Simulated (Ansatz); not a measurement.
# Li2S: a point defect seen from the nuclei (Cs on a Li site), part 2 of 2

Wanted: the field gradients around Cs on a Li site in Li2S, cell charge 0, before and after the neighbours move. The cell is a supercell built from a computed entry of the Materials Project. Planned: a single point, then a relaxation.

Ansatz 0.2.0; DFT, PBE, plane-wave PAW, default files, scalar-relativistic. Earlier steps stand in the parts before.

## 3. Ions relaxed

Contents of input.yaml:

```yaml
crystal:
  lattice:
    - [0.0, 5.6703356858, 5.6703356858]
    - [5.6703356858, 0.0, 5.6703356858]
    - [5.6703356858, 5.6703356858, 0.0]
  atoms:
    - { symbol: Cs, position: [0.375, 0.375, 0.375] }
    - { symbol: Li, position: [0.375, 0.375, 0.875] }
    - { symbol: Li, position: [0.375, 0.875, 0.375] }
    - { symbol: Li, position: [0.375, 0.875, 0.875] }
    - { symbol: Li, position: [0.875, 0.375, 0.375] }
    - { symbol: Li, position: [0.875, 0.375, 0.875] }
    - { symbol: Li, position: [0.875, 0.875, 0.375] }
    - { symbol: Li, position: [0.875, 0.875, 0.875] }
    - { symbol: Li, position: [0.125, 0.125, 0.125] }
    - { symbol: Li, position: [0.125, 0.125, 0.625] }
    - { symbol: Li, position: [0.125, 0.625, 0.125] }
    - { symbol: Li, position: [0.125, 0.625, 0.625] }
    - { symbol: Li, position: [0.625, 0.125, 0.125] }
    - { symbol: Li, position: [0.625, 0.125, 0.625] }
    - { symbol: Li, position: [0.625, 0.625, 0.125] }
    - { symbol: Li, position: [0.625, 0.625, 0.625] }
    - { symbol: S, position: [0.0, 0.0, 0.0] }
    - { symbol: S, position: [0.0, 0.0, 0.5] }
    - { symbol: S, position: [0.0, 0.5, 0.0] }
    - { symbol: S, position: [0.0, 0.5, 0.5] }
    - { symbol: S, position: [0.5, 0.0, 0.0] }
    - { symbol: S, position: [0.5, 0.0, 0.5] }
    - { symbol: S, position: [0.5, 0.5, 0.0] }
    - { symbol: S, position: [0.5, 0.5, 0.5] }
kpoints:
  mp_grid: { grid: [3, 3, 3] }
scf:
  occupations: { method: fermi_dirac, width: 0.01 }
hamiltonian:
  xc: pbe
  pseudopotentials: { kind: paw }
output:
  forces: true
  stress: true
  populations: true
  efg:
    quadrupole_moments_barn: { Cs: -0.00343, Li: -0.0401, S: -0.0694 }
    contact_densities: true
relax:
  f_tol: 0.03
  max_steps: 40
```

The run is started by

```console
$ ansatz run input.yaml --threads 1 --pin off --max-ram 2560MiB --backend cpu --events-out ev --progress --plain --runs-dir out
```

Output:

```text
Warning: output.stress: scf.convergence.dr2_threshold = 1e-7 eV (the SCF's general default) is looser than the 2.4e-9 eV advised for a printed stress (1e-10 eV for each atom of the cell: 24). What an SCF threshold leaves in a stress goes as its square root, and in the free energy as the threshold itself, and one threshold admits the most on a small cell: of the crystals measured, under no hybrid functional and no lock of the moments, on runs that ended without the residual-converged pass, on stresses that held no estimate of that error, the worst erred by over 100 MPa in a component at 1e-7 eV an atom and by under 5 at 1e-10. Every solve of this run answers to scf.convergence.dr2_threshold, and the tensor of one is reported: a single SCF on the reported geometry and on this run's grids (its basis.xc_grid and basis.ecutrho_ratio typed), with scf.convergence.dr2_threshold at 2.4e-9 eV or tighter, prints it and tightens no other solve. Else set scf.convergence.dr2_threshold to 2.4e-9 eV or tighter. The threshold is an SCF's pass mark: one that does not reach it within its budget of iterations ends unconverged, or closes short of it on a stop that the run arms, and scf.convergence.dr2_threshold's page says what that costs each kind of run
Warning: RAYON_NUM_THREADS=1 ignored (pool sized by the plan → 1); use --threads N
Cs: output.efg is read without spin–orbit coupling, which moves field gradients at and beside such atoms by some per cent and up to a factor of two; PAW files take it under magnetization.noncollinear and magnetization.spin_orbit
Engine: ansatz 0.2.0, aarch64-unknown-linux-gnu
Pseudopotentials: kind: paw
Pseudopotential: Cs, paw, valence charge 9, recommended cutoff 420 eV (normal), Cs.paw.azcp
Pseudopotential: Li, paw, valence charge 3, recommended cutoff 420 eV (normal), Li.paw.azcp
Pseudopotential: S, paw, valence charge 6, recommended cutoff 420 eV (normal), S.paw.azcp
Functional definition: PBE
  parameter kappa = 0.804
  parameter beta = 0.06672455060314922
  exchange = pbe_x(kappa = kappa, mu = beta*pi^2/3)
  correlation = pbe_c(beta = beta)
Crystal: 24 atoms, lattice volume = 364.633 Å³
Basis set: ecut = 420 eV, 7119 PW (Γ), exchange–correlation on 108×108×108 points (8 copies of the dense FFT grid, shifted against one another)
Bands: 75, of which v1, the nominal top of the filled ones, is band 51 counted from 1 (50 counted from 0)
Symmetry: 24 space group operations
Space group: F-43m (ITA 216), of the structure as read, at distance tolerance 7.1e-5 Å
k-points: 4 of 27 (time reversal used)
Non-local potential: Cs, projectors of the file, l = 0: 3, l = 1: 2, l = 2: 2, l = 3: 2
Non-local potential: Li, projectors of the file, l = 0: 3, l = 1: 2, l = 2: 1
Non-local potential: S, projectors of the file, l = 0: 2, l = 1: 2, l = 2: 2
PAW form: soft (Blöchl's): semilocal exchange-correlation on the pseudo side does not see the compensation charge
PAW one-centre angular grid: Cs, 194 points (default); XC on 64 Gauss nodes
PAW one-centre angular grid: Li, 110 points (default); XC on 64 Gauss nodes
PAW one-centre angular grid: S, 110 points (default); XC on 64 Gauss nodes
Initial density: superposition of atomic densities (neutral atoms: chi_scale 0, normalization atom), corrected by the library's trained network
Initial wavefunctions: pseudopotential atomic-orbital guess
Functional: x = pbe(κ = 0.804, μ = 0.2195149727645171), c = pbe(β = 0.06672455060314922)
SCF iter   1: F=—  HF=-15980.714520 eV  |F-HF|=—  |Δ(HF+E_count)|=         —  Δρ=2.18e-3  dr2=5.40e-2  ethr=1.77e-3  ⟨swp⟩=11.0  Hψ=1724  notcnv=0  defer=8
preconditioner: auto → Resta (q_TF=auto, 2.206 Å⁻¹)  ε∞=3.5  [insulator: Δε(μ)=2.248 eV  Ē_g=10.363 eV  σ=0.010 eV  W_gap=1.00  n_scr=58 (ndim 8)  ℏωp=16.3 eV  f_vac=0.000  D(μ)=0.00/eV (n_scr^D=0)  ε∞_Penn≈3.5]
SCF iter   2: F=—  HF=-15980.708096 eV  |F-HF|=—  |Δ(HF+E_count)|=   6.42e-3  Δρ=1.03e-3  dr2=9.67e-3  ethr=5.30e-5  ⟨swp⟩=2.5  Hψ=434  notcnv=0  defer=72
SCF iter   3: F=—  HF=-15980.707369 eV  |F-HF|=—  |Δ(HF+E_count)|=   7.27e-4  Δρ=3.65e-4  dr2=1.36e-3  ethr=9.48e-6  ⟨swp⟩=2.8  Hψ=353  notcnv=0  defer=72
SCF iter   4: F=—  HF=-15980.707155 eV  |F-HF|=—  |Δ(HF+E_count)|=   2.14e-4  Δρ=1.00e-4  dr2=1.20e-4  ethr=1.33e-6  ⟨swp⟩=2.0  Hψ=348  notcnv=0  defer=72
iter 5 did not close the SCF: its close was put off for the readings that it lacked (scf_convergence_deferred on its scf_iter line)
SCF iter   5: F=-15980.707136 eV  HF=-15980.707134 eV  |F-HF|=2.33e-6  |Δ(HF+E_count)|=   2.16e-5  Δρ=3.63e-5  dr2=6.98e-6  ethr=1.18e-7  ⟨swp⟩=2.0  Hψ=323  notcnv=0  defer=72
SCF iter   6: F=-15980.707137 eV  HF=-15980.707137 eV  |F-HF|=1.34e-7  |Δ(HF+E_count)|=   3.73e-6  Δρ=6.28e-6  dr2=2.30e-7  ethr=6.84e-9  ⟨swp⟩=2.0  Hψ=763  notcnv=0
SCF 1 converged in 6 iterations: F = -15980.707137 eV  dr2 = 2.30e-7
relax step   1: F+E_penalty+E_count = -15980.70713749 eV  Δ(F+E_penalty+E_count) = +0.000e0 eV  max|allowed force component| = 3.473e0 eV/Å  Δτ_max = 0.0000 Å  (6 SCF iters, dr2 threshold 2.25e-5 eV, accepted)
[... 9 lines left out ...]
relax step   2: F+E_penalty+E_count = -15983.93861259 eV  Δ(F+E_penalty+E_count) = -3.231e0 eV  max|allowed force component| = 1.305e0 eV/Å  Δτ_max = 0.1956 Å  (4 SCF iters, dr2 threshold 1.00e-4 eV, accepted)
[... 7 lines left out ...]
relax step   3: F+E_penalty+E_count = -15984.58977509 eV  Δ(F+E_penalty+E_count) = -6.512e-1 eV  max|allowed force component| = 9.529e-2 eV/Å  Δτ_max = 0.1257 Å  (5 SCF iters, dr2 threshold 1.00e-4 eV, accepted)
[... 8 lines left out ...]
relax step   4: F+E_penalty+E_count = -15984.60162117 eV  Δ(F+E_penalty+E_count) = -1.185e-2 eV  max|allowed force component| = 5.072e-2 eV/Å  Δτ_max = 0.0236 Å  (6 SCF iters, accepted)
[... 7 lines left out ...]
relax step   5: F+E_penalty+E_count = -15984.60255185 eV  Δ(F+E_penalty+E_count) = -9.307e-4 eV  max|allowed force component| = 3.525e-2 eV/Å  Δτ_max = 0.0154 Å  (5 SCF iters, accepted)
[... 6 lines left out ...]
relax step   6: F+E_penalty+E_count = -15984.60396233 eV  Δ(F+E_penalty+E_count) = -1.410e-3 eV  max|allowed force component| = 4.213e-4 eV/Å  Δτ_max = 0.0077 Å  (4 SCF iters, accepted)
NSCF: frozen V_eff on 4 k-points
the band table was solved once a step of the walk had ended and its energy, with any forces and stress, was formed, with the checks that follow a solve (1671 applications of the Hamiltonian). They found nothing against the state; the energy, forces and stress were not computed again (output.eigenvalues in the input reference)
SCF converged after 4 iterations
Free energy (F): -15984.603962 eV
Harris-Foulkes:  -15984.603962 eV  (|F-HF|=2.85e-8)
Internal energy: -15984.603962 eV  (E = F + TS)
E sigma→0 (E₀):  -15984.603962 eV
Fermi energy:    5.523574 eV
--- Per-component energies (eV) ---
[... 14 lines left out ...]
--- Forces (eV/Å), atoms counted from 1 ---
  atom   1  Cs     0.00000000    -0.00000000     0.00000000
  atom   2  Li     0.00000000    -0.00000000     0.00013336
  atom   3  Li     0.00000000     0.00013336    -0.00000000
  atom   4  Li    -0.00013336     0.00000000    -0.00000000
  atom   5  Li     0.00013336    -0.00000000     0.00000000
  atom   6  Li     0.00000000    -0.00013336    -0.00000000
  atom   7  Li     0.00000000    -0.00000000    -0.00013336
  atom   8  Li     0.00000000    -0.00000000     0.00000000
  atom   9  Li    -0.00000000     0.00000000    -0.00000000
  atom  10  Li    -0.00000000     0.00000000    -0.00005292
  atom  11  Li    -0.00000000    -0.00005292     0.00000000
  atom  12  Li     0.00005292     0.00000000    -0.00000000
  atom  13  Li    -0.00005292     0.00000000     0.00000000
  atom  14  Li    -0.00000000     0.00005292    -0.00000000
  atom  15  Li    -0.00000000     0.00000000     0.00005292
  atom  16  Li    -0.00000000    -0.00000000     0.00000000
  atom  17  S      0.00008000     0.00008000     0.00008000
  atom  18  S     -0.00008000    -0.00008000     0.00008000
  atom  19  S     -0.00008000     0.00008000    -0.00008000
  atom  20  S     -0.00042127     0.00042127     0.00042127
  atom  21  S      0.00008000    -0.00008000    -0.00008000
  atom  22  S      0.00042127    -0.00042127     0.00042127
  atom  23  S      0.00042127     0.00042127    -0.00042127
  atom  24  S     -0.00042127    -0.00042127    -0.00042127
  max |Σ_I F_I| component: 6.81e-17 eV/Å
--- Stress (GPa, compression-positive) ---
        7.968594      -0.000000      -0.000000
        0.000000       7.968594       0.000000
       -0.000000       0.000000       7.968594
  P = ⅓ Tr σ = 7.9686 GPa (79.686 kbar)
--- PAW observables at the nuclei: V_zz in 10²¹ V/m², potentials from the cell's mean, atoms counted from 1 ---
  atom   1  Cs V_zz =    -0.000000   η = 0.0000   by run symmetry: forbidden   C_q = +0.0000 MHz
            electrostatic potential = -9373.197725 V   contact ρ = 1900642.628762 e/Å³
  atom   2  Li V_zz =    +0.058265   η = 0.8019   by run symmetry: allowed   C_q = -0.0565 MHz
            electrostatic potential = -167.067524 V   contact ρ = 94.552748 e/Å³
  atom   3  Li V_zz =    +0.058265   η = 0.8019   by run symmetry: allowed   C_q = -0.0565 MHz
            electrostatic potential = -167.067524 V   contact ρ = 94.552748 e/Å³
  atom   4  Li V_zz =    +0.058265   η = 0.8019   by run symmetry: allowed   C_q = -0.0565 MHz
            electrostatic potential = -167.067524 V   contact ρ = 94.552748 e/Å³
  atom   5  Li V_zz =    +0.058265   η = 0.8019   by run symmetry: allowed   C_q = -0.0565 MHz
            electrostatic potential = -167.067524 V   contact ρ = 94.552748 e/Å³
  atom   6  Li V_zz =    +0.058265   η = 0.8019   by run symmetry: allowed   C_q = -0.0565 MHz
            electrostatic potential = -167.067524 V   contact ρ = 94.552748 e/Å³
  atom   7  Li V_zz =    +0.058265   η = 0.8019   by run symmetry: allowed   C_q = -0.0565 MHz
            electrostatic potential = -167.067524 V   contact ρ = 94.552748 e/Å³
  atom   8  Li V_zz =    -0.000000   η = 0.0000   by run symmetry: forbidden   C_q = +0.0000 MHz
            electrostatic potential = -166.519067 V   contact ρ = 94.524524 e/Å³
  atom   9  Li V_zz =    +0.000000   η = 0.0000   by run symmetry: forbidden   C_q = -0.0000 MHz
            electrostatic potential = -166.638165 V   contact ρ = 94.508355 e/Å³
  atom  10  Li V_zz =    +0.100126   η = 0.4609   by run symmetry: allowed   C_q = -0.0971 MHz
            electrostatic potential = -166.406812 V   contact ρ = 94.498747 e/Å³
  atom  11  Li V_zz =    +0.100126   η = 0.4609   by run symmetry: allowed   C_q = -0.0971 MHz
            electrostatic potential = -166.406812 V   contact ρ = 94.498747 e/Å³
  atom  12  Li V_zz =    +0.100126   η = 0.4609   by run symmetry: allowed   C_q = -0.0971 MHz
            electrostatic potential = -166.406812 V   contact ρ = 94.498747 e/Å³
  atom  13  Li V_zz =    +0.100126   η = 0.4609   by run symmetry: allowed   C_q = -0.0971 MHz
            electrostatic potential = -166.406812 V   contact ρ = 94.498747 e/Å³
  atom  14  Li V_zz =    +0.100126   η = 0.4609   by run symmetry: allowed   C_q = -0.0971 MHz
            electrostatic potential = -166.406812 V   contact ρ = 94.498747 e/Å³
  atom  15  Li V_zz =    +0.100126   η = 0.4609   by run symmetry: allowed   C_q = -0.0971 MHz
            electrostatic potential = -166.406812 V   contact ρ = 94.498747 e/Å³
  atom  16  Li V_zz =    +0.000000   η = 0.0000   by run symmetry: forbidden   C_q = -0.0000 MHz
            electrostatic potential = -169.288836 V   contact ρ = 94.946581 e/Å³
  atom  17  S  V_zz =    +0.379525   η = 0.0000   by run symmetry: allowed   C_q = -0.6369 MHz
            electrostatic potential = -1631.032092 V   contact ρ = 19762.650432 e/Å³
  atom  18  S  V_zz =    +0.379525   η = 0.0000   by run symmetry: allowed   C_q = -0.6369 MHz
            electrostatic potential = -1631.032092 V   contact ρ = 19762.650432 e/Å³
  atom  19  S  V_zz =    +0.379525   η = 0.0000   by run symmetry: allowed   C_q = -0.6369 MHz
            electrostatic potential = -1631.032092 V   contact ρ = 19762.650432 e/Å³
  atom  20  S  V_zz =    -7.668070   η = 0.0000   by run symmetry: allowed   C_q = +12.8677 MHz
            electrostatic potential = -1631.966464 V   contact ρ = 19763.421464 e/Å³
  atom  21  S  V_zz =    +0.379525   η = 0.0000   by run symmetry: allowed   C_q = -0.6369 MHz
            electrostatic potential = -1631.032092 V   contact ρ = 19762.650432 e/Å³
  atom  22  S  V_zz =    -7.668070   η = 0.0000   by run symmetry: allowed   C_q = +12.8677 MHz
            electrostatic potential = -1631.966464 V   contact ρ = 19763.421464 e/Å³
  atom  23  S  V_zz =    -7.668070   η = 0.0000   by run symmetry: allowed   C_q = +12.8677 MHz
            electrostatic potential = -1631.966464 V   contact ρ = 19763.421464 e/Å³
  atom  24  S  V_zz =    -7.668070   η = 0.0000   by run symmetry: allowed   C_q = +12.8677 MHz
            electrostatic potential = -1631.966464 V   contact ρ = 19763.421464 e/Å³
--- Band table (eV) ---
[... 4 lines left out ...]
--- Relaxed structure (6 steps of the walk, 6 accepted, 0 SCFs on fresh bases) ---
  F+E_penalty+E_count = -15984.60396233 eV   max|allowed force component| = 4.213e-4 eV/Å
  atoms:
    - { symbol: Cs, position: [0.37500000000000006, 0.37500000000000006, 0.37500000000000006] }
    - { symbol: Li, position: [0.3789901593785642, 0.3789901593785642, 0.871009840621436] }
    - { symbol: Li, position: [0.3789901593785642, 0.871009840621436, 0.3789901593785642] }
    - { symbol: Li, position: [0.3789901593785643, 0.8710098406214359, 0.8710098406214358] }
    - { symbol: Li, position: [0.871009840621436, 0.3789901593785642, 0.3789901593785642] }
    - { symbol: Li, position: [0.8710098406214359, 0.3789901593785643, 0.8710098406214358] }
    - { symbol: Li, position: [0.8710098406214359, 0.8710098406214359, 0.3789901593785643] }
    - { symbol: Li, position: [0.8750000000000001, 0.8750000000000001, 0.8750000000000001] }
    - { symbol: Li, position: [0.125, 0.125, 0.125] }
    - { symbol: Li, position: [0.11624492972702222, 0.11624492972702222, 0.6337550702729777] }
    - { symbol: Li, position: [0.11624492972702222, 0.6337550702729777, 0.11624492972702222] }
    - { symbol: Li, position: [0.11624492972702216, 0.6337550702729778, 0.633755070272978] }
    - { symbol: Li, position: [0.6337550702729778, 0.11624492972702216, 0.11624492972702216] }
    - { symbol: Li, position: [0.6337550702729778, 0.11624492972702216, 0.633755070272978] }
    - { symbol: Li, position: [0.6337550702729778, 0.6337550702729778, 0.11624492972702216] }
    - { symbol: Li, position: [0.625, 0.625, 0.625] }
    - { symbol: S, position: [0.0004951429933874919, 0.0004951429933874928, 0.0004951429933874923] }
    - { symbol: S, position: [0.0004951429933874922, 0.0004951429933874922, 0.4985145710198376] }
    - { symbol: S, position: [0.0004951429933874874, 0.4985145710198376, 0.0004951429933875151] }
    - { symbol: S, position: [-0.049185372314337505, 0.5163951241047792, 0.5163951241047792] }
    - { symbol: S, position: [0.4985145710198376, 0.0004951429933874874, 0.0004951429933875151] }
    - { symbol: S, position: [0.5163951241047792, -0.049185372314337505, 0.5163951241047792] }
    - { symbol: S, position: [0.5163951241047792, 0.5163951241047792, -0.049185372314337505] }
    - { symbol: S, position: [0.5163951241047792, 0.5163951241047792, 0.5163951241047792] }
--- Löwdin populations: 24 sites ---
  site symbol       q [e]
     0     Cs      8.0507
     1     Li      2.3521
     2     Li      2.3521
     3     Li      2.3521
     4     Li      2.3521
     5     Li      2.3521
     6     Li      2.3521
     7     Li      2.3540
     8     Li      2.3491
     9     Li      2.3559
    10     Li      2.3559
    11     Li      2.3559
    12     Li      2.3559
    13     Li      2.3559
    14     Li      2.3559
    15     Li      2.3756
    16      S      7.1359
    17      S      7.1359
    18      S      7.1359
    19      S      7.1675
    20      S      7.1359
    21      S      7.1675
    22      S      7.1675
    23      S      7.1675
  spilling = 0.013815 (of n_electrons = 102.000000)
```

It took 58 s on 1 thread of Arm Neoverse V1, shared host; peak memory 0.61 GiB.

The steps of the relaxation:

| step | energy change (eV) | largest force component (eV/Å) |
| --- | --- | --- |
| 1 | 0.0000 | 3.473 |
| 2 | -3.2315 | 1.305 |
| 3 | -3.8826 | 0.095 |
| 4 | -3.8945 | 0.051 |
| 5 | -3.8954 | 0.035 |
| 6 | -3.8968 | 0.000 |

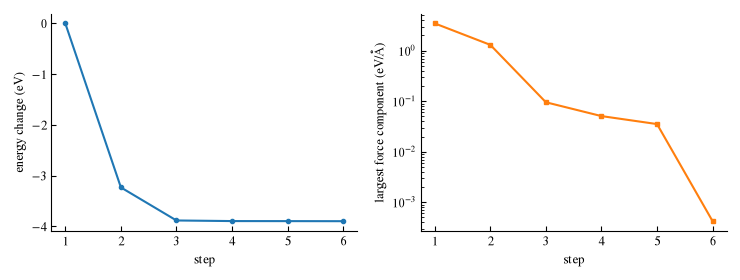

Energy and largest force component along the relaxation.

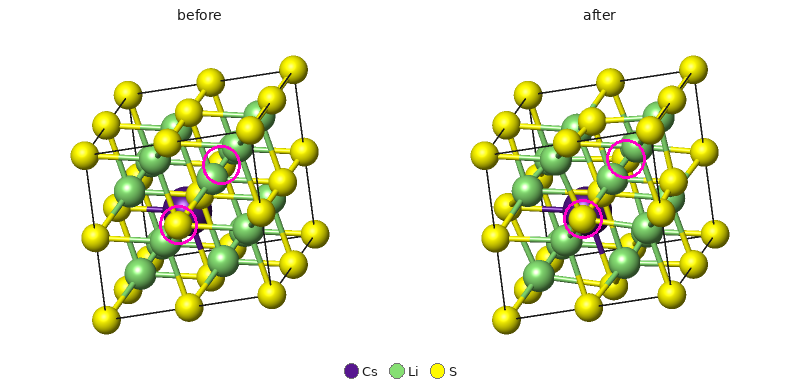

Before and after; atom 20 (S), which moved most, is ringed, with its images.

Atom 20 and its like (S) moved farthest, 0.322 Å; the mean move was 0.091 Å.

At the end: gap on the mesh 2.81 eV, largest force 0.001 eV/Å, pressure 8.0 GPa.

Beside the values of step 2 (V_zz in 10²¹ V/m²):

```csv
site,atoms,"V_zz, PBE","V_zz, PBE relaxed","η, PBE","η, PBE relaxed"
Cs,1,0.00,0.00,–,–
S20,"20, 22, 23, …",-5.48,-7.67,0.00,0.00
Li10,"10, 11, 12, …",0.059,0.10,0.27,0.46
Li2,"2, 3, 4, …",-0.036,0.058,0.37,0.80
S17,"17, 18, 19, …",-0.067,0.38,0.00,0.00
Li9,9,0.00,0.00,–,–
Li16,16,0.00,0.00,–,–
Li8,8,0.00,0.00,–,–
```

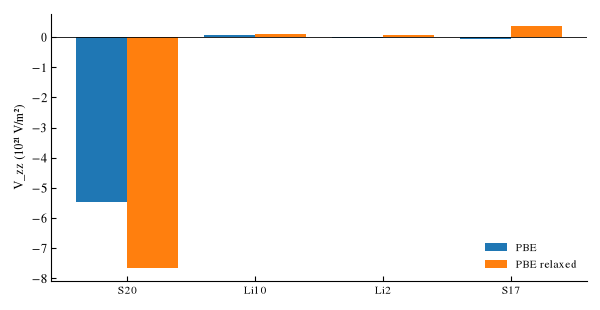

V_zz by site: PBE and PBE relaxed.

Like atoms gathered into sites:

| site | atoms | distance from the defect (Å) | V_zz (10²¹ V/m²) | η | C_Q (MHz) |
| --- | --- | --- | --- | --- | --- |
| Cs | 1 | 0.00 | 0.00 | – | 0 (¹³³Cs) |
| S20 | 20, 22, 23, 24 | 2.78 | -7.67 | 0.00 | 12.9 (³³S) |
| Li10 | 10, 11, 12, 13, … | 2.93 | 0.10 | 0.46 | -0.097 (⁷Li) |
| Li2 | 2, 3, 4, 5, … | 4.01 | 0.058 | 0.80 | -0.056 (⁷Li) |
| S17 | 17, 18, 19, 21 | 4.70 | 0.38 | 0.00 | -0.637 (³³S) |
| Li9 | 9 | 4.91 | 0.00 | – | 0 (⁷Li) |
| Li16 | 16 | 4.91 | 0.00 | – | 0 (⁷Li) |
| Li8 | 8 | 5.67 | 0.00 | – | 0 (⁷Li) |

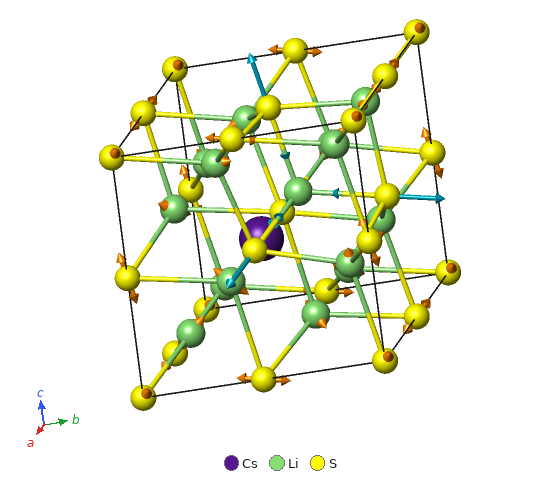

Principal axis of V_zz at each atom with a gradient: orange where V_zz is positive, teal where negative; longer for larger size.

The sizes of the gradients above 0.15 moved by over a factor of two at S17 (-0.067 to 0.38), with a change of sign at S17.

## 4. Simulated spectra, from step 3

⁷Li (I = 3/2, Q = -40.10 mb) in zero field: pure quadrupole lines, for atoms at rest. Strengths are squared matrix elements for a powder, against the strongest line of the same site.

```csv
site,count,line (MHz),strength
Li10,6,0.050,1.00
Li2,6,0.031,1.00
```

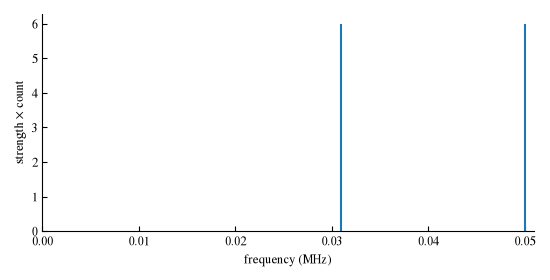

Stick spectrum of the ⁷Li quadrupole resonances of the sites tabulated.

## 5. Results

What follows sums up all 2 parts.

```
                            quantity                                                                              value
                      state (step 3)                gap on the mesh 2.81 eV, largest force 0.001 eV/Å, pressure 8.0 GPa
    V_zz by site, step 3 (10²¹ V/m²)  Cs 0.00, S20 -7.67, Li10 0.10, Li2 0.058, S17 0.38, Li9 0.00, Li16 0.00, Li8 0.00
         largest C_Q in size, step 3                                                               12.9 MHz, ³³S at S20
step 3 (ions relaxed) against step 2         over a factor of two at S17 (-0.067 to 0.38), with a change of sign at S17
```

**Reading.** The largest gradient sits at S20 (4 Li at 2.13–2.34 Å; also 3 Li at 2.63 Å, 1 Cs at 2.78 Å). The runs allow no spin. The relaxation kept the symmetry F-43m, so a distorted place of lower energy may have been missed. Relaxing moved atoms by up to 0.32 Å and single gradients by over a factor of two in size (gradients over 0.15 counted), so at some sites the starting positions were a poor guide. The ⁷Li zero-field lines reach up to 0.050 MHz, too low for direct NQR; such couplings are read from NMR line shapes. The defect repeats with the cell of 24 atoms, so it feels its images: sites between two images don't show the values beside a lone defect, and zeros or small values of η there can come from the images' arrangement. The relaxation keeps the site symmetry -43m of the start, so the impurity can't leave its site; a start off the site could end lower. In separate tests V_zz from these PAW files lay typically within 2 to 3 % of all-electron values, with misses above 10 % on Li. The cell keeps the host's lattice, where the PBE pressure is 8 GPa. The gap, too, lacks spin–orbit coupling.

The gaps are Kohn-Sham values of a semilocal functional, not quasiparticle or optical gaps. Such gaps usually fall short of the measured ones.
